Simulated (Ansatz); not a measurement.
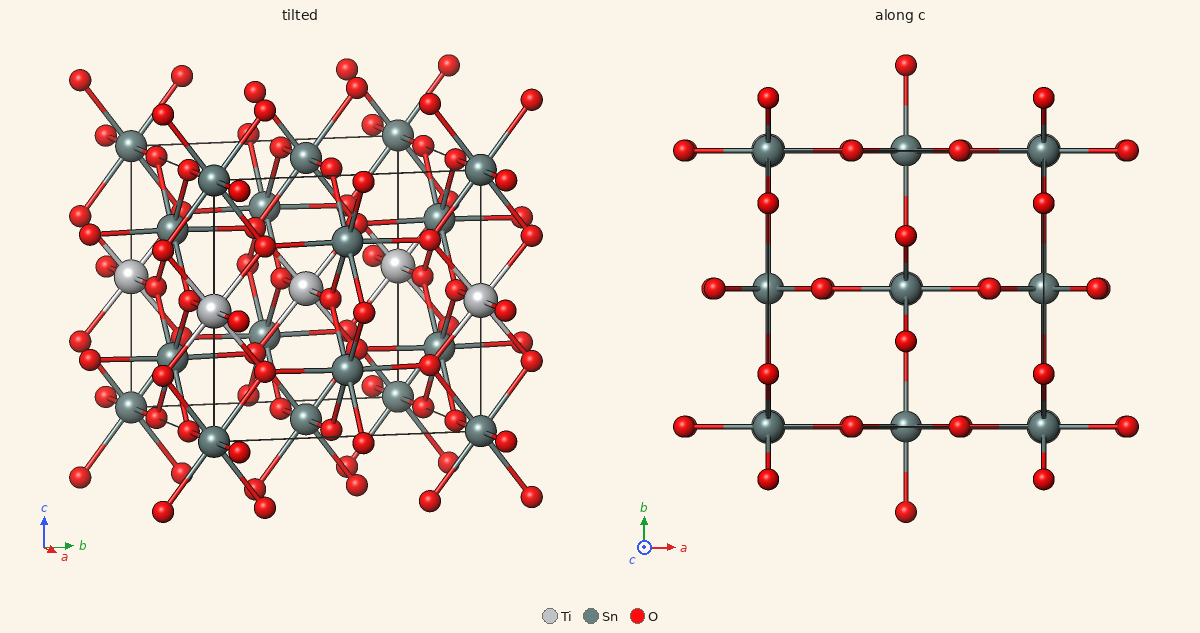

Shown here is a ball-and-stick view of the crystal, taken slightly off an axis and along the c axis. Atoms at the boundary of the conventional unit cell (the box) are drawn once for each face, edge or corner they touch. Some atoms of the next cells are drawn as well.

TiSn3O8, space group Cmmm (No. 65), a = 6.664 Å, b = 6.677 Å, c = 6.296 Å, α = 90.00°, β = 90.00°, γ = 90.00°. Starting structure: a structure type filled with these elements by a generator (whether the compound takes this form wasn't checked). Earlier steps of the study, as a rule a relaxation of our own, may have changed the cell and positions, so they can lie some per cent off the listed ones. An electronic-structure calculation with Ansatz was run on it.

This one geometry was computed with Ansatz (DFT, plane waves, PAW) at five levels of theory: HSE06, PBE with spin-orbit coupling, r2SCAN, PBE and PBE0. It was relaxed beforehand with r2SCAN.

> Which level gives the highest pressure at this volume, and what does that say about its equilibrium volume?

Highest: PBE with spin-orbit coupling (7.2 GPa) and PBE (7.2 GPa), which points to the largest equilibrium volume. Lowest, with the smallest volume: HSE06 (-1.8 GPa) and PBE0 (-1.9 GPa). Levels within 0.5 GPa of each other can't be told apart.

> How does the band gap change with the level of theory?

PBE: a gap of 1.91 eV, indirect; PBE with spin-orbit coupling: a gap of 1.91 eV, indirect; r2SCAN: a gap of 2.40 eV, indirect; HSE06: a gap of 3.71 eV, indirect; PBE0: a gap of 4.48 eV, indirect.

> Collect the results in a table.

| level | cutoff (eV) | k-mesh of the run's cell | gap (eV) | pressure (GPa) |
| --- | --- | --- | --- | --- |
| HSE06 | 420 | 4×4×2 | 3.71 | -1.8 |
| PBE with spin-orbit coupling | 420 | 6×6×4 | 1.91 | 7.2 |
| r2SCAN | 500 | 6×6×4 | 2.40 | 0.0 |
| PBE | 420 | 6×6×4 | 1.91 | 7.2 |
| PBE0 | 420 | 4×4×2 | 4.48 | -1.9 |

Gaps are taken on the k-mesh or band path of each run.
